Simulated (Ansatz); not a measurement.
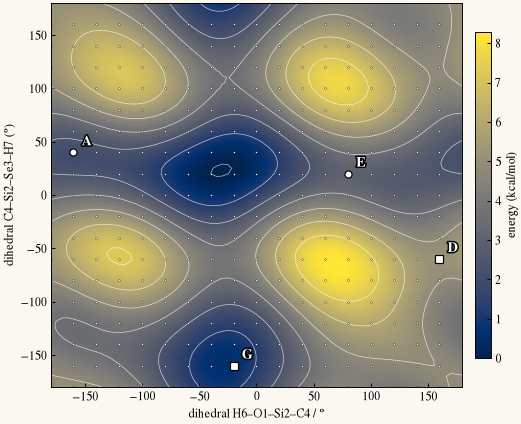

CH₄O₂SeSi, SMILES O[Si]1([SeH])CO1. Coordinates scanned: (1) dihedral H6–O1–Si2–C4; (2) dihedral C4–Si2–Se3–H7. Nothing is relaxed (all other coordinates rigid). The scan uses an 18 × 18 grid. Points are written as (first, second). All energies are given in kcal/mol relative to the lowest grid point. Computed with RHF/def2-SVP (Ansatz 0.2.0).

The picture shows a smooth colour map with a few white contour lines, dots at the grid points, lettered points. Between grid points the surface is interpolated.

Question: Is G the lowest point of the computed grid?

Answer: No. G lies 0.7 kcal/mol above the lowest grid point, which is at (−40°, 20°). It is a local minimum.

Question: What kind of point is each of A, D, E, G: minimum, saddle, maximum or slope?

Answer: A: minimum; D: saddle point; E: saddle point; G: minimum. (In these two coordinates alone; a stationary point may lie a little off the grid point.)

Question: Rank the lettered points by energy, lowest first.

Answer: G (0.7 kcal/mol), A (2.0 kcal/mol), E (3.0 kcal/mol), D (5.1 kcal/mol).
